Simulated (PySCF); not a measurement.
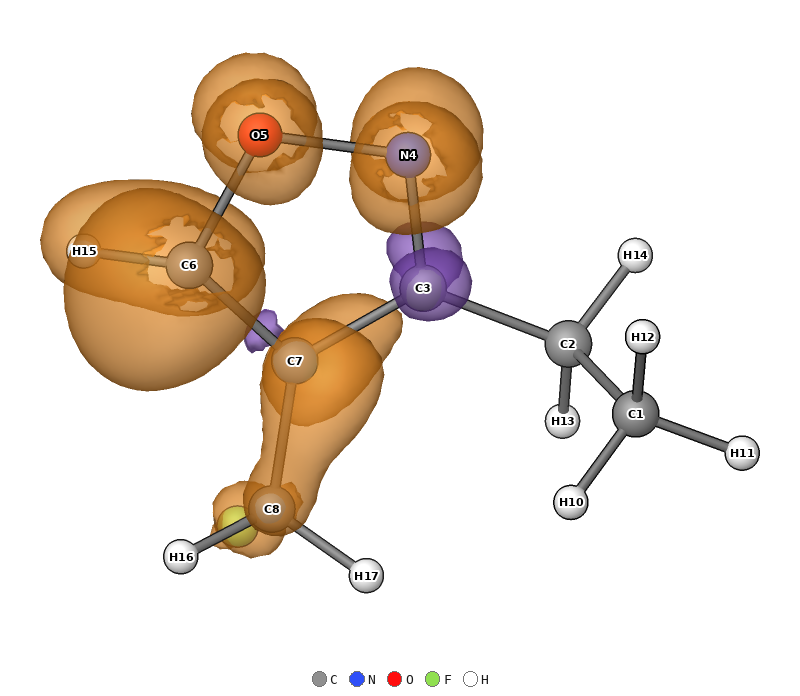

C₆H₈FNO (charge −1, doublet). Isosurfaces of the spin density (α minus β) at +0.02 (orange) and −0.02 e/Å³ (purple), seen at a tilt.

Geometry: GFN2-xTB.

Method: UKS B3LYP, pcH-1 on C F H N O, non-relativistic, mean-field spin-orbit, GIAO in PySCF 2.14.0, density-fitted response routines.

```xyz
17

C     2.1007   -0.7405    0.4151
C     1.0693   -0.7912   -0.7152
C     0.1653    0.4018   -0.6854
N     0.4986    1.4987   -1.3712
O    -0.5300    2.4531   -1.1220
C    -1.4473    1.8909   -0.1958
C    -1.0242    0.5456    0.0226
C    -1.6636   -0.4297    0.9120
F    -2.6658   -1.2302    0.2673
H     1.6029   -0.7225    1.3838
H     2.7661   -1.6059    0.3817
H     2.6961    0.1649    0.3230
H     0.4766   -1.7076   -0.6298
H     1.5927   -0.8083   -1.6749
H    -2.4699    2.2144   -0.3617
H    -2.2107    0.0528    1.7310
H    -0.9638   -1.1741    1.3094
```

Q: Describe the spin distribution.

A: The unpaired spin (1 electron) lies mostly on C6 (about 0.4), O5 (about 0.2), N4 (about 0.2) and C7 (about 0.1), in electrons by Hirshfeld's partition.
